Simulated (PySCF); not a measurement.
C2H6, SMILES `CC`.

PySCF calculation, PBE/def2-TZVP, gas phase; geometry: GFN2-xTB. No frequency check shows the geometry to be a minimum. A basis without diffuse functions makes polarisabilities too small.

Coordinates in Å:

```
C1      -0.7607    0.0000    0.0000
C2       0.7607    0.0000    0.0000
H3      -1.1438    0.3852   -0.9424
H4      -1.1435   -1.0090    0.1375
H5      -1.1438    0.6235    0.8048
H6       1.1437    1.0083   -0.1405
H7       1.1437   -0.6258   -0.8030
H8       1.1437   -0.3825    0.9435
```

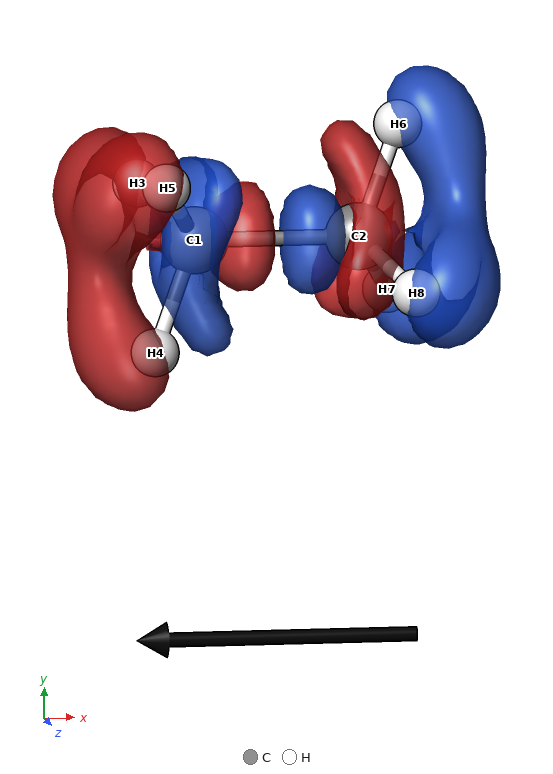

Change of the electron density in a uniform field of 0.21 V/Å along −x (arrow), surfaces at ±0.002 e/Å³ (blue: gain, red: loss).

The field was applied in both directions; the picture shows the one opposite to the script's first.

What dipole is induced, and what polarisability does it imply?

The induced dipole is 0.30 D (along the field); α along this axis, from the fields in both directions, is 30 bohr³ (4.4 Å³).
